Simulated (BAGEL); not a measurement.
# FCI/STO-3G (density fitting with cc-pvqz-jkfit) run of NO2F (nitryl fluoride)

Aim: the energy change on altering one bond length of NO2F (nitryl fluoride) at FCI/STO-3G (density fitting with cc-pvqz-jkfit), from 2 runs. 

Program for the calculation: BAGEL 1.2.2.

## 1. Starting point

The species is NO2F (4 atoms), meant as a singlet with charge 0. SMILES: `O=[N+]([O-])F`. Geometry: relaxed at GFN2-xTB.

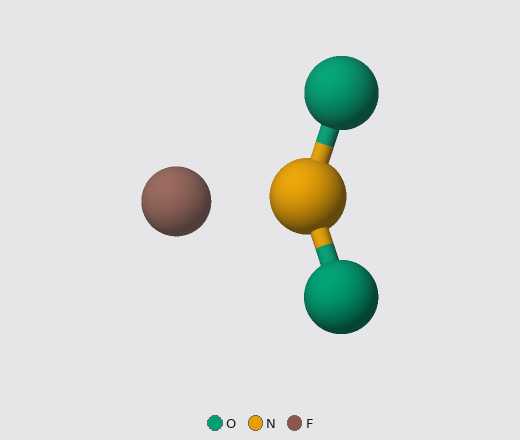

Viewed from a chosen angle; oxygen teal, nitrogen amber, fluorine brown.

## 2. The energy at FCI/STO-3G (density fitting with cc-pvqz-jkfit)

input.json

```json
{ "bagel": [

{
  "title": "molecule",
  "basis": "sto-3g",
  "df_basis": "cc-pvqz-jkfit",
  "angstrom": "true",
  "geometry": [
    { "atom": "O", "xyz": [       0.188740,       0.465950,       1.115660 ] },
    { "atom": "N", "xyz": [       0.109710,      -0.098240,       0.122020 ] },
    { "atom": "O", "xyz": [       0.475520,      -1.064170,      -0.373030 ] },
    { "atom": "F", "xyz": [      -0.773970,       0.696460,      -0.864650 ] }
  ]
},

{ "title": "hf" },

{ "title": "fci", "nstate": 1, "ncore": 4 }

]}
```

The run is started by

```bash
$ BAGEL_NUM_THREADS=1 BAGEL input.json > input.out
```

Log:

```text
* using 1 threads per process

  ===============================================================
  ===============================================================

  *** Geometry ***

  { "atom" : "O", "xyz" : [      0.356667,      0.880518,      2.108292 ] },
  { "atom" : "N", "xyz" : [      0.207322,     -0.185647,      0.230584 ] },
  { "atom" : "O", "xyz" : [      0.898603,     -2.010990,     -0.704925 ] },
  { "atom" : "F", "xyz" : [     -1.462591,      1.316119,     -1.633952 ] },

  Number of auxiliary basis functions:      424

  Since a DF basis is specified, we compute 2- and 3-index integrals:
    o Being stored without compression. Storage requirement is 0.001 GB

  Number of basis functions:       20
  Number of electrons      :       32

    * METHOD: MOLECULE                             0.10

  *** RHF ***

  === Nuclear Repulsion ===
   123.4678801825

[... 8 lines left out ...]
    * SCF iteration converged.
[... 1 line left out ...]
    * Permanent dipole moment:
[... 21 lines left out ...]
     guess   0:   closed 111111111111....     open ................

  === FCI iteration ===

      0  0      -299.20474670     3.79e-04     10.93
      1  0      -299.40480624     2.07e-04     11.66
      2  0      -299.44779652     1.10e-04     10.91
[... 16 lines of this table left out ...]
     19  0      -299.46244563     1.86e-09     11.64
    ** throwing out 1 trial vectors **
     20  0      -299.46244563     9.12e-10     11.07
    ** throwing out 1 trial vectors **
     21  0      -299.46244563     4.34e-10     11.49
    ** throwing out 1 trial vectors **
     22  0      -299.46244563     2.06e-10     11.58
    ** throwing out 1 trial vectors **
     23  0      -299.46244563     1.06e-10     11.53
    ** throwing out 1 trial vectors **
     24  0 *    -299.46244563     5.12e-11     10.46

     * ci vector, state   0, <S^2> = -0.0000
       222222222222....    -0.9049037636
       2222222222.22...     0.1915584895
       22222222222..2..     0.1881655636
       2222.22222222...     0.0562116499
       222222222ba2ba..    -0.0504188560
       222222222ab2ab..    -0.0504188560

    * METHOD: FCI                                283.62

  ===============================================================
```

Wall time 4.7 min (1 thread of Arm Neoverse V2, shared host); peak memory 7.9 GiB.

## 3. The distorted shape, same level

calc.json

```json
{ "bagel" : [

{
  "title" : "molecule",
  "basis" : "sto-3g",
  "df_basis" : "cc-pvqz-jkfit",
  "angstrom" : "true",
  "geometry" : [
    { "atom" : "O", "xyz" : [    0.251966,    0.917317,    1.910599 ] },
    { "atom" : "N", "xyz" : [    0.109710,   -0.098240,    0.122020 ] },
    { "atom" : "O", "xyz" : [    0.475520,   -1.064170,   -0.373030 ] },
    { "atom" : "F", "xyz" : [   -0.773970,    0.696460,   -0.864650 ] }
  ]
},
{ "title" : "hf" },
{ "title" : "fci", "nstate" : 1, "ncore" : 4 }

]}
```

The run is started by

```bash
$ BAGEL_NUM_THREADS=1 BAGEL calc.json > calc.out
```

Log:

```text
* using 1 threads per process

  ===============================================================
  ===============================================================

  *** Geometry ***

  { "atom" : "O", "xyz" : [      0.476147,      1.733478,      3.610509 ] },
  { "atom" : "N", "xyz" : [      0.207322,     -0.185647,      0.230584 ] },
  { "atom" : "O", "xyz" : [      0.898603,     -2.010990,     -0.704925 ] },
  { "atom" : "F", "xyz" : [     -1.462591,      1.316119,     -1.633952 ] },

  Number of auxiliary basis functions:      424

  Since a DF basis is specified, we compute 2- and 3-index integrals:
    o Being stored without compression. Storage requirement is 0.001 GB

  Number of basis functions:       20
  Number of electrons      :       32

    * METHOD: MOLECULE                             0.10

  *** RHF ***

  === Nuclear Repulsion ===
   103.0486351418

[... 8 lines left out ...]
    * SCF iteration converged.
[... 1 line left out ...]
    * Permanent dipole moment:
[... 141 lines left out ...]
     * ci vector, state   0, <S^2> = -0.0000
[... 32 lines left out ...]
    * METHOD: FCI                                952.08

  ===============================================================
```

Run time: 16 min. Hardware: 1 thread of Arm Neoverse V2, shared host; peak memory 7.9 GiB.

## 4. Outcome

Level: FCI/STO-3G (density fitting with cc-pvqz-jkfit), 4 core orbitals frozen.

| quantity | value |
| --- | --- |
| first shape: total energy | -299.46245 Eh |
| distorted shape: total energy | -299.41336 Eh |
| energy change with the O1–N2 bond stretched from 1.145 to 2.062 Å | 1.336 eV |

**Reading.** With the O1–N2 bond stretched from 1.145 to 2.062 Å the energy rises by 1.34 eV (129 kJ/mol). The first shape isn't relaxed at this level, so the change isn't measured from a minimum. The minimal basis adds a large error of its own.
